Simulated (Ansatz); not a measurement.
# PH (SMILES [PH]): UB2PLYP/3-21G

What is the electronic atomisation energy of PH at UB2PLYP/3-21G? 

Program for the calculation: Ansatz 0.2.0.

52 further runs of the same task are left out: 52 set aside as unsound or not needed.

## (1) The molecule

PH has 2 atoms, charge 0, and is taken as a triplet. As SMILES, `[PH]`. Geometry: relaxed at PBE0-D4/def2-TZVP.

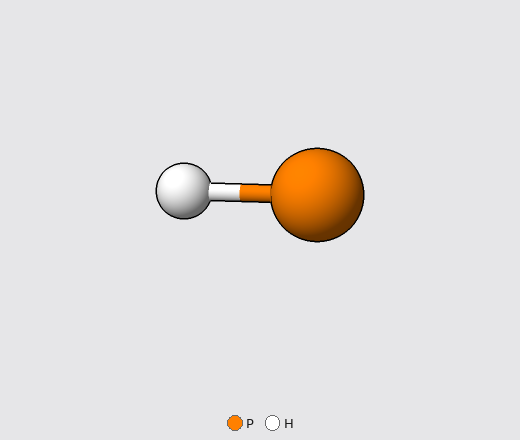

Viewed from a chosen angle; phosphorus orange, hydrogen white.

## (2) A single-point energy at UB2PLYP/3-21G

job.yaml

```yaml
basis:
  gaussian:
    orbitals: 3-21G.json
crystal:
  periodic: [false, false, false]
  atoms:
    - symbol: P
      position_ang: [-0.000000, -0.000000, -0.014610]
    - symbol: H
      position_ang: [0.000000, 0.000000, 1.413680]
magnetization:
  spin_polarized: true
  initial_magnetization: 2
hamiltonian:
  xc: {name: B2PLYP}
correlation:
  frozen_orbitals: {H: 0, P: 5}
accuracy: high
```

The basis set 3-21G is read from a file made from the Basis Set Exchange's data (not shown).

Started as:

```
$ ansatz run job.yaml --threads 1 --pin off --max-ram 3480MiB --events-out events.jsonl --progress --plain --runs-dir runs
```

The program printed:

```text
Warning: RAYON_NUM_THREADS=1 ignored (pool sized by the plan → 1); use --threads N
Functional definition: B2PLYP
  name "B2PLYP"
  parameter a = 0.53
  parameter c = 0.27
  exchange = (1 - a)*b88_x + a*exact_x
  correlation = (1 - c)*lyp_c + c*(mp2_os + mp2_ss)
277 factors; integrals over basis functions are off by at most 2.2e-9 eV
mean field evaluation 1: about -9251.1926 eV, gradient 2.8e0 eV
mean field evaluation 2: about -9251.1909 eV, gradient 2.8e0 eV
mean field evaluation 4: about -9251.2708 eV, gradient 3.2e-1 eV
mean field evaluation 8: about -9251.2723 eV, gradient 9.4e-3 eV
mean field evaluation 16: about -9251.2723 eV, gradient 7.6e-8 eV
mean field -9251.27227007 eV, -339.9779851875 hartree, gradient 7.6e-8 eV, S^2 2.004680; 0 other end points of the search recorded, 0 dependent functions left out
5 core orbitals not correlated: weight in the atoms' cores, before any rotation towards them, 1.000 or more for the frozen orbitals, at most 0.000 for the correlated occupied ones
reference -9251.27228443 eV, -339.9779857153 hartree; 4, 2 occupied and 6, 8 virtual orbitals, 277 factors
second order -1.06466043 eV of doubles, -0.00000000 eV of singles
Total energy: -9251.55974275 eV, -339.9885496136 hartree
```

Run time: 0.6 s. Hardware: 1 thread of Arm Neoverse V2, shared host.

## (3) The H atom at the same level

input.yaml

```yaml
crystal:
  periodic: [false, false, false]
  atoms:
    - {symbol: H, position_ang: [0.000000, 0.000000, 0.000000]}
basis:
  gaussian:
    orbitals: 3-21G.json
magnetization:
  spin_polarized: true
  initial_magnetization: 1
hamiltonian:
  xc: {name: B2PLYP}
correlation:
  frozen_orbitals: {H: 0}
accuracy: high
```

The basis set 3-21G is read from a file made from the Basis Set Exchange's data (not shown).

Run the same way, it converges to -0.49431 Eh (log not shown).

## (4) The P atom at the same level

in.yaml

```yaml
crystal:
  periodic: [false, false, false]
  atoms:
    - {symbol: P, position_ang: [0.000000, 0.000000, 0.000000]}
basis:
  gaussian:
    orbitals: 3-21G.json
magnetization:
  spin_polarized: true
  initial_magnetization: 3
hamiltonian:
  xc: {name: B2PLYP}
correlation:
  frozen_orbitals: {P: 5}
accuracy: high
```

The basis set 3-21G is read from a file made from the Basis Set Exchange's data (not shown).

Started as:

```
$ ansatz run in.yaml --threads 1 --pin off --max-ram 3480MiB --events-out events.jsonl --progress --plain --runs-dir runs
```

The program printed (excerpt; [...] marks lines left out):

```text
Warning: RAYON_NUM_THREADS=1 ignored (pool sized by the plan → 1); use --threads N
[... 2 set-up lines as earlier in the session ...]
[...]
78 factors; integrals over basis functions are off by at most 2.3e-9 eV
[...]
mean field -9235.35066595 eV, -339.3928770282 hartree, gradient 2.2e-8 eV, S^2 3.750164; 0 other end points of the search recorded, 0 dependent functions left out
5 core orbitals not correlated: weight in the atoms' cores, before any rotation towards them, 1.000 or more for the frozen orbitals, at most 0.000 for the correlated occupied ones
reference -9235.35067968 eV, -339.3928775326 hartree; 4, 1 occupied and 4, 7 virtual orbitals, 78 factors
second order -0.42729660 eV of doubles, -0.00000000 eV of singles
Total energy: -9235.46604976 eV, -339.3971173050 hartree
```

It took 0.42 s on 1 thread of Arm Neoverse V2, shared host.

## (5) What came out

At UB2PLYP/3-21G, 5 core orbitals frozen:

| quantity | value |
| --- | --- |
| molecule: total energy | -339.98855 Eh |
| molecule: ⟨S²⟩ | 2.005 |
| H atom: total energy | -0.49431 Eh |
| H atom: ⟨S²⟩ | 0.750 |
| P atom: total energy | -339.39712 Eh |
| P atom: ⟨S²⟩ | 3.750 |
| electronic atomisation energy | 2.643 eV |

Taking the molecule apart into free atoms costs 2.64 eV (61 kcal/mol), before zero-point energy and without spin-orbit coupling. The basis has no polarisation functions, which makes bonds too weak.
